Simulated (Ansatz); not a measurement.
Take CdS in the zinc blende structure (space group F-43m, No. 216; a = 5.825 Å) as the base. Axes: x, y, z lie along the cube axes.

Now apply this change: uniaxial stress, 2 GPa tension along z; all other stress components relax to zero.

Calculations: PBEsol in Ansatz (plane waves to 420 eV, PAW, spin-orbit coupling left out), earlier PAW set.

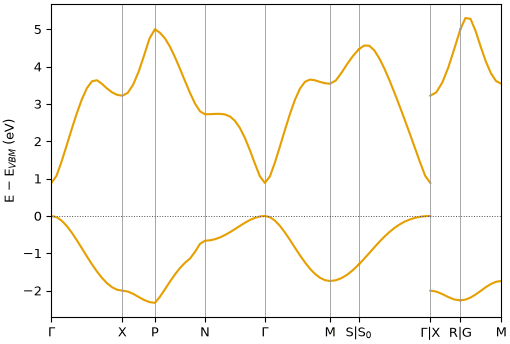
Highest valence and lowest conduction band along the path of the changed cell's own zone

Q: Read the changed gap and its character from the plot.

A: About 0.9 eV, direct at Γ.

Load acts through the strain it causes; cell and atoms are relaxed under it. Stability under load was not tested beyond the relaxation. k-point labels follow each cell's own Brillouin zone.

Ansatz is a first-principles code.
